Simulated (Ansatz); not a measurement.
# SO+ (quartet): BHLYP, wB97M-V over a scan of the distance O1–S2, 6-31G, part 1 of 2

Aim: run SO+ (quartet) with these functionals over a scan of the distance O1–S2, and hold them against the top wave-function level at the same points.

Computed with Ansatz 0.2.0, Gaussian basis. Level: 6-31G, all electrons in the functionals.

Plan: BHLYP, wB97M-V, at 1.284 Å; 1.513 Å; 1.643 Å; 1.818 Å; 1.989 Å; 2.314 Å; 2.688 Å; 3.035 Å; 3.589 Å; 4.409 Å; 5.611 Å.

29 further runs of the same task are left out: 5 for a known fault of the program, 18 that didn't finish, 6 set aside as unsound or not needed. Runs told in other sessions of the task aren't counted.

**1. The system**

The geometry derives from a PBE0/def2-TZVP stationary point (not a proven minimum). One bond is set to the value named and the two fragments are kept rigid.

2 atoms, charge 1, spin multiplicity 4.

Atoms are counted from 1 here; the program's logs count them from 0.

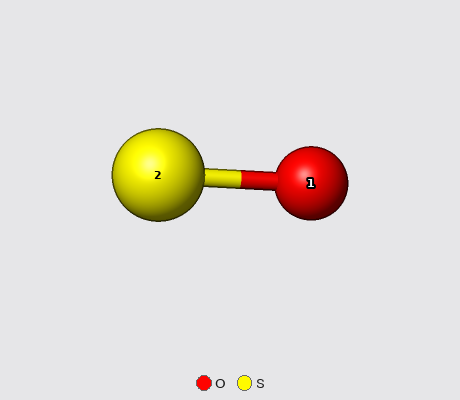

The geometry (oxygen red, sulfur yellow); atoms are numbered from 1 in the order of the file.

No dispersion term is added; wB97M-V holds VV10 nonlocal correlation.

The geometry shown and the zero of energy belong to the point 1.643 Å. The yardstick, FCI, and other wave-function levels (R restricted, U unrestricted, valence and pair active spaces) come from earlier runs.

**2. BHLYP, 1.284 Å**

in.yaml

```yaml
crystal:
  periodic: [false, false, false]
  atoms:
    - {symbol: O, position_ang: [0.000000, 0.000000, 0.000000]}
    - {symbol: S, position_ang: [0.000000, 0.000000, 1.284000]}
basis:
  gaussian: {orbitals: 6-31G}
total_charge: 1
magnetization: {spin_polarized: true, initial_magnetization: 3}
hamiltonian: {xc: {name: BHLYP}}
```

Run with:

```
> ansatz run in.yaml --threads 1 --pin off --events-out ev --progress --plain --max-ram 2393MiB
```

Standard output:

```text
Functional definition: BHLYP
  name "BHLYP"
  cite "Becke, J. Chem. Phys. 98, 1372 (1993) doi:10.1063/1.464304"
  cite "Becke, Phys. Rev. A 38, 3098 (1988) doi:10.1103/PhysRevA.38.3098"
  cite "Lee, Yang & Parr, Phys. Rev. B 37, 785 (1988) doi:10.1103/PhysRevB.37.785"
  parameter a = 0.5
  exchange = (1 - a)*b88_x + a*exact_x
  correlation = lyp_c
220 factors; integrals over basis functions are off by at most 1.4e-4 eV
mean field evaluation 1: about -12846.8343 eV, gradient 5.1e1 eV
mean field evaluation 2: about -12828.4762 eV, gradient 8.2e1 eV
mean field evaluation 4: about -12857.8552 eV, gradient 2.8e0 eV
mean field evaluation 8: about -12858.0580 eV, gradient 8.0e-2 eV
mean field evaluation 16: about -12858.0581 eV, gradient 6.9e-5 eV
mean field -12858.05811529 eV, -472.5249202322 hartree, gradient 7.6e-6 eV, S^2 3.758303; 1 other end points of the search recorded, 0 dependent functions left out
reference -12858.05820792 eV, -472.5249236363 hartree; 13, 10 occupied and 9, 12 virtual orbitals, 220 factors
Total energy: -12858.05820792 eV, -472.5249236363 hartree
```

Wall time 0.75 s (1 thread of Arm Neoverse V1, shared host).

From the report: ⟨S²⟩ of the determinant 3.758 (pure quartet: 3.75).

**3. BHLYP, 1.513 Å**

in.yaml, as its differences from that of step 2:

```diff
@@ -4,3 +4,3 @@
     - {symbol: O, position_ang: [0.000000, 0.000000, 0.000000]}
-    - {symbol: S, position_ang: [0.000000, 0.000000, 1.284000]}
+    - {symbol: S, position_ang: [0.000000, 0.000000, 1.513000]}
 basis:
```

Launched as before.

Standard output:

```text
Functional definition: BHLYP
  name "BHLYP"
  cite "Becke, J. Chem. Phys. 98, 1372 (1993) doi:10.1063/1.464304"
  cite "Becke, Phys. Rev. A 38, 3098 (1988) doi:10.1103/PhysRevA.38.3098"
  cite "Lee, Yang & Parr, Phys. Rev. B 37, 785 (1988) doi:10.1103/PhysRevB.37.785"
  parameter a = 0.5
  exchange = (1 - a)*b88_x + a*exact_x
  correlation = lyp_c
218 factors; integrals over basis functions are off by at most 1.7e-4 eV
mean field evaluation 1: about -12851.5758 eV, gradient 4.9e1 eV
mean field evaluation 2: about -12825.4106 eV, gradient 8.4e1 eV
mean field evaluation 4: about -12862.1982 eV, gradient 2.3e0 eV
mean field evaluation 8: about -12862.3443 eV, gradient 7.8e-2 eV
mean field evaluation 16: about -12862.3444 eV, gradient 1.0e-5 eV
mean field evaluation 32: about -12851.5758 eV, gradient 4.9e1 eV
mean field -12863.50435269 eV, -472.7250657649 hartree, gradient 1.5e-5 eV, S^2 3.757829; 3 other end points of the search recorded, 0 dependent functions left out
reference -12863.50444438 eV, -472.7250691343 hartree; 13, 10 occupied and 9, 12 virtual orbitals, 218 factors
Total energy: -12863.50444438 eV, -472.7250691343 hartree
```

It took 1.3 s on 1 thread of Arm Neoverse V1, shared host.

From the report: ⟨S²⟩ of the determinant 3.758 (pure quartet: 3.75).

**4. BHLYP, 1.643 Å**

in.yaml, as its differences from that of step 3:

```diff
@@ -4,3 +4,3 @@
     - {symbol: O, position_ang: [0.000000, 0.000000, 0.000000]}
-    - {symbol: S, position_ang: [0.000000, 0.000000, 1.513000]}
+    - {symbol: S, position_ang: [0.000000, 0.000000, 1.642500]}
 basis:
```

Launched as before.

Standard output:

```text
Functional definition: BHLYP
  name "BHLYP"
  cite "Becke, J. Chem. Phys. 98, 1372 (1993) doi:10.1063/1.464304"
  cite "Becke, Phys. Rev. A 38, 3098 (1988) doi:10.1103/PhysRevA.38.3098"
  cite "Lee, Yang & Parr, Phys. Rev. B 37, 785 (1988) doi:10.1103/PhysRevB.37.785"
  parameter a = 0.5
  exchange = (1 - a)*b88_x + a*exact_x
  correlation = lyp_c
220 factors; integrals over basis functions are off by at most 1.8e-4 eV
mean field evaluation 1: about -12851.8363 eV, gradient 4.8e1 eV
mean field evaluation 2: about -12819.9079 eV, gradient 8.7e1 eV
mean field evaluation 4: about -12862.7409 eV, gradient 2.2e0 eV
mean field evaluation 8: about -12862.8629 eV, gradient 8.8e-2 eV
mean field evaluation 16: about -12862.8630 eV, gradient 8.0e-5 eV
mean field evaluation 32: about -12864.5817 eV, gradient 2.1e-5 eV
mean field -12864.58166303 eV, -472.7646561898 hartree, gradient 1.7e-5 eV, S^2 3.758070; 3 other end points of the search recorded, 0 dependent functions left out
reference -12864.58175373 eV, -472.7646595229 hartree; 13, 10 occupied and 9, 12 virtual orbitals, 220 factors
Total energy: -12864.58175373 eV, -472.7646595229 hartree
```

It took 1.2 s on 1 thread of Arm Neoverse V1, shared host.

From the report: ⟨S²⟩ of the determinant 3.758 (pure quartet: 3.75).

**5. BHLYP, 1.818 Å**

in.yaml, as its differences from that of step 4:

```diff
@@ -4,3 +4,3 @@
     - {symbol: O, position_ang: [0.000000, 0.000000, 0.000000]}
-    - {symbol: S, position_ang: [0.000000, 0.000000, 1.642500]}
+    - {symbol: S, position_ang: [0.000000, 0.000000, 1.818000]}
 basis:
```

The command is unchanged.

Standard output:

```text
Functional definition: BHLYP
  name "BHLYP"
  cite "Becke, J. Chem. Phys. 98, 1372 (1993) doi:10.1063/1.464304"
  cite "Becke, Phys. Rev. A 38, 3098 (1988) doi:10.1103/PhysRevA.38.3098"
  cite "Lee, Yang & Parr, Phys. Rev. B 37, 785 (1988) doi:10.1103/PhysRevB.37.785"
  parameter a = 0.5
  exchange = (1 - a)*b88_x + a*exact_x
  correlation = lyp_c
218 factors; integrals over basis functions are off by at most 1.9e-4 eV
mean field evaluation 1: about -12858.8662 eV, gradient 3.5e1 eV
mean field evaluation 2: about -12843.3412 eV, gradient 6.2e1 eV
mean field evaluation 4: about -12864.7627 eV, gradient 7.6e-1 eV
mean field evaluation 8: about -12864.8400 eV, gradient 1.7e-1 eV
mean field evaluation 16: about -12864.8416 eV, gradient 1.1e-3 eV
mean field -12864.84155356 eV, -472.7742069905 hartree, gradient 1.5e-5 eV, S^2 3.758034; 0 other end points of the search recorded, 0 dependent functions left out
reference -12864.84164530 eV, -472.7742103618 hartree; 13, 10 occupied and 9, 12 virtual orbitals, 218 factors
Total energy: -12864.84164530 eV, -472.7742103618 hartree
```

Wall time 0.6 s (1 thread of Arm Neoverse V1, shared host).

From the report: ⟨S²⟩ of the determinant 3.758 (pure quartet: 3.75).

From 1.643 Å: -6.0 kcal/mol.

**6. BHLYP, 1.989 Å**

in.yaml, as its differences from that of step 5:

```diff
@@ -4,3 +4,3 @@
     - {symbol: O, position_ang: [0.000000, 0.000000, 0.000000]}
-    - {symbol: S, position_ang: [0.000000, 0.000000, 1.818000]}
+    - {symbol: S, position_ang: [0.000000, 0.000000, 1.989000]}
 basis:
```

Launched as before.

Standard output:

```text
Functional definition: BHLYP
  name "BHLYP"
  cite "Becke, J. Chem. Phys. 98, 1372 (1993) doi:10.1063/1.464304"
  cite "Becke, Phys. Rev. A 38, 3098 (1988) doi:10.1103/PhysRevA.38.3098"
  cite "Lee, Yang & Parr, Phys. Rev. B 37, 785 (1988) doi:10.1103/PhysRevB.37.785"
  parameter a = 0.5
  exchange = (1 - a)*b88_x + a*exact_x
  correlation = lyp_c
219 factors; integrals over basis functions are off by at most 1.9e-4 eV
mean field evaluation 1: about -12856.5080 eV, gradient 3.8e1 eV
mean field evaluation 2: about -12830.8864 eV, gradient 7.0e1 eV
mean field evaluation 4: about -12864.3774 eV, gradient 1.1e0 eV
mean field evaluation 8: about -12864.4680 eV, gradient 4.4e-1 eV
mean field evaluation 16: about -12864.4732 eV, gradient 7.5e-3 eV
mean field evaluation 32: about -12863.1632 eV, gradient 6.3e0 eV
mean field -12864.47323173 eV, -472.7606714131 hartree, gradient 6.8e-6 eV, S^2 3.758601; 3 other end points of the search recorded, 0 dependent functions left out
reference -12864.47332492 eV, -472.7606748378 hartree; 13, 10 occupied and 9, 12 virtual orbitals, 219 factors
Total energy: -12864.47332492 eV, -472.7606748378 hartree
```

It took 1 s on 1 thread of Arm Neoverse V1, shared host.

From the report: ⟨S²⟩ of the determinant 3.759 (pure quartet: 3.75).

From 1.643 Å: +2.5 kcal/mol.

**7. BHLYP, 2.314 Å**

in.yaml, as its differences from that of step 6:

```diff
@@ -4,3 +4,3 @@
     - {symbol: O, position_ang: [0.000000, 0.000000, 0.000000]}
-    - {symbol: S, position_ang: [0.000000, 0.000000, 1.989000]}
+    - {symbol: S, position_ang: [0.000000, 0.000000, 2.314000]}
 basis:
```

Same command.

Standard output, shortened:

```text
Functional definition: BHLYP
  name "BHLYP"
  cite "Becke, J. Chem. Phys. 98, 1372 (1993) doi:10.1063/1.464304"
  cite "Becke, Phys. Rev. A 38, 3098 (1988) doi:10.1103/PhysRevA.38.3098"
  cite "Lee, Yang & Parr, Phys. Rev. B 37, 785 (1988) doi:10.1103/PhysRevB.37.785"
[...]
218 factors; integrals over basis functions are off by at most 2.1e-4 eV
[...]
mean field -12863.93203981 eV, -472.7407829769 hartree, gradient 1.3e-6 eV, S^2 4.385667; 9 other end points of the search recorded, 0 dependent functions left out
reference -12863.93213885 eV, -472.7407866164 hartree; 13, 10 occupied and 9, 12 virtual orbitals, 218 factors
Total energy: -12863.93213885 eV, -472.7407866164 hartree
```

Run time: 4.9 s. Hardware: 1 thread of Arm Neoverse V1, shared host.

From the report: ⟨S²⟩ of the determinant 4.386 (pure quartet: 3.75). The determinant of BHLYP (⟨S²⟩ 4.39) is far from a pure spin state, so its energy mixes those of several spin states; that is harmless only where they are near-degenerate.

From 1.643 Å: +15.0 kcal/mol.

**8. BHLYP, 2.688 Å**

in.yaml, as its differences from that of step 7:

```diff
@@ -4,3 +4,3 @@
     - {symbol: O, position_ang: [0.000000, 0.000000, 0.000000]}
-    - {symbol: S, position_ang: [0.000000, 0.000000, 2.314000]}
+    - {symbol: S, position_ang: [0.000000, 0.000000, 2.688000]}
 basis:
```

Launched as before.

Standard output, shortened:

```text
Functional definition: BHLYP
  name "BHLYP"
  cite "Becke, J. Chem. Phys. 98, 1372 (1993) doi:10.1063/1.464304"
  cite "Becke, Phys. Rev. A 38, 3098 (1988) doi:10.1103/PhysRevA.38.3098"
  cite "Lee, Yang & Parr, Phys. Rev. B 37, 785 (1988) doi:10.1103/PhysRevB.37.785"
[...]
218 factors; integrals over basis functions are off by at most 2.2e-4 eV
[...]
mean field -12863.91901759 eV, -472.7403044189 hartree, gradient 1.9e-6 eV, S^2 4.753358; 13 other end points of the search recorded, 0 dependent functions left out
reference -12863.91911820 eV, -472.7403081163 hartree; 13, 10 occupied and 9, 12 virtual orbitals, 218 factors
Total energy: -12863.91911820 eV, -472.7403081163 hartree
```

Run time: 4.1 s. Hardware: 1 thread of Arm Neoverse V1, shared host.

From the report: ⟨S²⟩ of the determinant 4.753 (pure quartet: 3.75). The determinant of BHLYP (⟨S²⟩ 4.75) is far from a pure spin state, so its energy mixes those of several spin states; that is harmless only where they are near-degenerate.

From 1.643 Å: +15.3 kcal/mol.

**9. BHLYP, 3.035 Å**

in.yaml, as its differences from that of step 8:

```diff
@@ -4,3 +4,3 @@
     - {symbol: O, position_ang: [0.000000, 0.000000, 0.000000]}
-    - {symbol: S, position_ang: [0.000000, 0.000000, 2.688000]}
+    - {symbol: S, position_ang: [0.000000, 0.000000, 3.035000]}
 basis:
```

The command is unchanged.

Standard output, shortened:

```text
Functional definition: BHLYP
  name "BHLYP"
  cite "Becke, J. Chem. Phys. 98, 1372 (1993) doi:10.1063/1.464304"
  cite "Becke, Phys. Rev. A 38, 3098 (1988) doi:10.1103/PhysRevA.38.3098"
  cite "Lee, Yang & Parr, Phys. Rev. B 37, 785 (1988) doi:10.1103/PhysRevB.37.785"
[...]
215 factors; integrals over basis functions are off by at most 2.6e-4 eV
[...]
mean field -12863.79721334 eV, -472.7358281953 hartree, gradient 6.1e-6 eV, S^2 4.750530; 14 other end points of the search recorded, 0 dependent functions left out
reference -12863.79731246 eV, -472.7358318378 hartree; 13, 10 occupied and 9, 12 virtual orbitals, 215 factors
Total energy: -12863.79731246 eV, -472.7358318378 hartree
```

It took 6 s on 1 thread of Arm Neoverse V1, shared host.

From the report: ⟨S²⟩ of the determinant 4.751 (pure quartet: 3.75). The determinant of BHLYP (⟨S²⟩ 4.75) is far from a pure spin state, so its energy mixes those of several spin states; that is harmless only where they are near-degenerate.

From 1.643 Å: +18.1 kcal/mol.

**10. BHLYP, 3.589 Å**

in.yaml, as its differences from that of step 9:

```diff
@@ -4,3 +4,3 @@
     - {symbol: O, position_ang: [0.000000, 0.000000, 0.000000]}
-    - {symbol: S, position_ang: [0.000000, 0.000000, 3.035000]}
+    - {symbol: S, position_ang: [0.000000, 0.000000, 3.589000]}
 basis:
```

Launched as before.

Standard output, shortened:

```text
Functional definition: BHLYP
  name "BHLYP"
  cite "Becke, J. Chem. Phys. 98, 1372 (1993) doi:10.1063/1.464304"
  cite "Becke, Phys. Rev. A 38, 3098 (1988) doi:10.1103/PhysRevA.38.3098"
  cite "Lee, Yang & Parr, Phys. Rev. B 37, 785 (1988) doi:10.1103/PhysRevB.37.785"
[...]
215 factors; integrals over basis functions are off by at most 4.3e-4 eV
[...]
mean field -12863.66071818 eV, -472.7308120908 hartree, gradient 7.6e-6 eV, S^2 4.750798; 14 other end points of the search recorded, 0 dependent functions left out
reference -12863.66082348 eV, -472.7308159603 hartree; 13, 10 occupied and 9, 12 virtual orbitals, 215 factors
Total energy: -12863.66082348 eV, -472.7308159603 hartree
```

Wall time 6.5 s (1 thread of Arm Neoverse V1, shared host).

From the report: ⟨S²⟩ of the determinant 4.751 (pure quartet: 3.75). The determinant of BHLYP (⟨S²⟩ 4.75) is far from a pure spin state, so its energy mixes those of several spin states; that is harmless only where they are near-degenerate.

From 1.643 Å: +21.2 kcal/mol.

**11. BHLYP, 4.409 Å**

in.yaml, as its differences from that of step 10:

```diff
@@ -4,3 +4,3 @@
     - {symbol: O, position_ang: [0.000000, 0.000000, 0.000000]}
-    - {symbol: S, position_ang: [0.000000, 0.000000, 3.589000]}
+    - {symbol: S, position_ang: [0.000000, 0.000000, 4.409000]}
 basis:
```

Launched as before.

Standard output, shortened:

```text
Functional definition: BHLYP
  name "BHLYP"
  cite "Becke, J. Chem. Phys. 98, 1372 (1993) doi:10.1063/1.464304"
  cite "Becke, Phys. Rev. A 38, 3098 (1988) doi:10.1103/PhysRevA.38.3098"
  cite "Lee, Yang & Parr, Phys. Rev. B 37, 785 (1988) doi:10.1103/PhysRevB.37.785"
[...]
215 factors; integrals over basis functions are off by at most 2.5e-4 eV
[...]
mean field -12863.55831230 eV, -472.7270487442 hartree, gradient 1.2e-6 eV, S^2 4.750642; 16 other end points of the search recorded, 0 dependent functions left out
reference -12863.55842653 eV, -472.7270529420 hartree; 13, 10 occupied and 9, 12 virtual orbitals, 215 factors
Total energy: -12863.55842653 eV, -472.7270529420 hartree
```

Run time: 7.5 s. Hardware: 1 thread of Arm Neoverse V1, shared host.

From the report: ⟨S²⟩ of the determinant 4.751 (pure quartet: 3.75). The determinant of BHLYP (⟨S²⟩ 4.75) is far from a pure spin state, so its energy mixes those of several spin states; that is harmless only where they are near-degenerate.

From 1.643 Å: +23.6 kcal/mol.

**12. BHLYP, 5.611 Å**

in.yaml, as its differences from that of step 11:

```diff
@@ -4,3 +4,3 @@
     - {symbol: O, position_ang: [0.000000, 0.000000, 0.000000]}
-    - {symbol: S, position_ang: [0.000000, 0.000000, 4.409000]}
+    - {symbol: S, position_ang: [0.000000, 0.000000, 5.611000]}
 basis:
```

Same command.

Standard output, shortened:

```text
Functional definition: BHLYP
  name "BHLYP"
  cite "Becke, J. Chem. Phys. 98, 1372 (1993) doi:10.1063/1.464304"
  cite "Becke, Phys. Rev. A 38, 3098 (1988) doi:10.1103/PhysRevA.38.3098"
  cite "Lee, Yang & Parr, Phys. Rev. B 37, 785 (1988) doi:10.1103/PhysRevB.37.785"
[...]
215 factors; integrals over basis functions are off by at most 2.1e-4 eV
[...]
mean field -12863.52706730 eV, -472.7259005116 hartree, gradient 4.6e-6 eV, S^2 4.750611; 20 other end points of the search recorded, 0 dependent functions left out
reference -12863.52719104 eV, -472.7259050589 hartree; 13, 10 occupied and 9, 12 virtual orbitals, 215 factors
Total energy: -12863.52719104 eV, -472.7259050589 hartree
```

It took 8 s on 1 thread of Arm Neoverse V1, shared host.

From the report: ⟨S²⟩ of the determinant 4.751 (pure quartet: 3.75). The determinant of BHLYP (⟨S²⟩ 4.75) is far from a pure spin state, so its energy mixes those of several spin states; that is harmless only where they are near-degenerate.

From 1.643 Å: +24.3 kcal/mol.

**13. wB97M-V, 1.284 Å**

in.yaml

```yaml
crystal:
  periodic: [false, false, false]
  atoms:
    - {symbol: O, position_ang: [0.000000, 0.000000, 0.000000]}
    - {symbol: S, position_ang: [0.000000, 0.000000, 1.284000]}
basis:
  gaussian: {orbitals: 6-31G}
total_charge: 1
magnetization: {spin_polarized: true, initial_magnetization: 3}
hamiltonian: {xc: {name: wB97M-V}}
output: {forces: true, orbitals: {seedname: orbitals}}
```

The command is unchanged.

Standard output, shortened:

```text
Functional definition: wB97M-V
  name "wB97M-V"
  cite "Mardirossian & Head-Gordon, J. Chem. Phys. 144, 214110 (2016) doi:10.1063/1.4952647"
  cite "Becke, J. Chem. Phys. 107, 8554 (1997) doi:10.1063/1.475007"
  cite "Vydrov & Van Voorhis, J. Chem. Phys. 133, 244103 (2010) doi:10.1063/1.3521275"
  # Of w^i u^j: cxij and so on, Table III.
[...]
  gx(w, u) = 1 - cx + cx01*u + cx10*w
  gss(w, u) = css00 + css04*u^4 + css10*w + css20*w^2 + css43*w^4*u^3
  gos(w, u) = cos00 + cos10*w + (cos20 + cos21*u)*w^2 + (cos60 + cos61*u)*w^6
[...]
      + integral(e_c_pw_mod_opposite_spin*gos(b97_w_opposite, b97_u_opposite)) + vv10(b, c)
220 factors; integrals over basis functions are off by at most 1.4e-4 eV
86 factors; integrals over basis functions are off by at most 1.6e-6 eV
[...]
mean field -12857.86551845 eV, -472.5178424287 hartree, gradient 2.5e-5 eV, S^2 3.755180; 1 other end points of the search recorded, 0 dependent functions left out
[...]
reference -12857.86553984 eV, -472.5178432149 hartree; 13, 10 occupied and 9, 12 virtual orbitals, 220 factors
Total energy: -12857.86553984 eV, -472.5178432149 hartree
Atom 0 at     0.000000     0.000000     0.000000 Å, force     0.000000    -0.000000   -35.569139 eV/Å
Atom 1 at     0.000000     0.000000     1.284000 Å, force    -0.000000    -0.000000    35.569139 eV/Å
Dipole moment:     0.000000     0.000000     0.270462 e Å
```

It took 3.3 s on 1 thread of Arm Neoverse V1, shared host.

From the report: ⟨S²⟩ of the determinant 3.755 (pure quartet: 3.75).

**14. wB97M-V, 1.513 Å**

in.yaml

```yaml
crystal:
  periodic: [false, false, false]
  atoms:
    - {symbol: O, position_ang: [0.000000, 0.000000, 0.000000]}
    - {symbol: S, position_ang: [0.000000, 0.000000, 1.513000]}
basis:
  gaussian: {orbitals: 6-31G}
total_charge: 1
magnetization: {spin_polarized: true, initial_magnetization: 3}
hamiltonian: {xc: {name: wB97M-V}}
output: {orbitals: {seedname: orbitals}}
```

Same command.

Standard output, shortened:

```text
Functional definition: wB97M-V
  name "wB97M-V"
  cite "Mardirossian & Head-Gordon, J. Chem. Phys. 144, 214110 (2016) doi:10.1063/1.4952647"
  cite "Becke, J. Chem. Phys. 107, 8554 (1997) doi:10.1063/1.475007"
  cite "Vydrov & Van Voorhis, J. Chem. Phys. 133, 244103 (2010) doi:10.1063/1.3521275"
  # Of w^i u^j: cxij and so on, Table III.
[...]
  gx(w, u) = 1 - cx + cx01*u + cx10*w
  gss(w, u) = css00 + css04*u^4 + css10*w + css20*w^2 + css43*w^4*u^3
  gos(w, u) = cos00 + cos10*w + (cos20 + cos21*u)*w^2 + (cos60 + cos61*u)*w^6
[...]
      + integral(e_c_pw_mod_opposite_spin*gos(b97_w_opposite, b97_u_opposite)) + vv10(b, c)
218 factors; integrals over basis functions are off by at most 1.7e-4 eV
86 factors; integrals over basis functions are off by at most 1.9e-6 eV
[...]
mean field -12863.15826003 eV, -472.7123470941 hartree, gradient 1.3e-5 eV, S^2 3.753858; 3 other end points of the search recorded, 0 dependent functions left out
reference -12863.15828172 eV, -472.7123478912 hartree; 13, 10 occupied and 9, 12 virtual orbitals, 218 factors
Total energy: -12863.15828172 eV, -472.7123478912 hartree
```

Wall time 5.5 s (1 thread of Arm Neoverse V1, shared host).

From the report: ⟨S²⟩ of the determinant 3.754 (pure quartet: 3.75).

(Continued in part 2 of 2.)
